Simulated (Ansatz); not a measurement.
**AlRu, response to strain**

The parent structure is AlRu in the CsCl type structure (space group Pm-3m, No. 221; relaxed with 0.1 eV smearing).

```xyz
2
Lattice="2.9832 0.0000 0.0000 0.0000 2.9832 0.0000 0.0000 0.0000 2.9832" Properties=species:S:1:pos:R:3 pbc="T T T"
Al     1.4916     1.4916     1.4916
Ru     0.0000     0.0000     0.0000
```

Strains are applied to the cell and any free atomic positions relax.

Method: r2SCAN/PAW in Ansatz (a quantum-chemistry and plane-wave program), scalar-relativistic without spin-orbit coupling.

Notes on the quantities. energy relative to the base: free energy F.

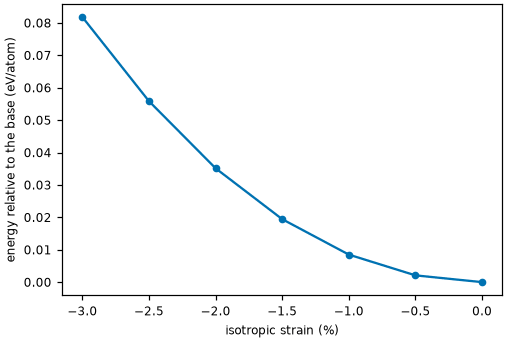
Figure: Energy relative to the base against isotropic strain

Problem. From the plot, what is the energy relative to the base for isotropic strain −2.50 %?

Solution. About 0.056 eV/atom.

Problem. Is the trend monotonic over the range shown?

Solution. Yes, it falls throughout, spanning 0 meV/atom to +82 meV/atom.

Whether these cells are dynamically stable was not tested. All final runs are without spin polarisation.
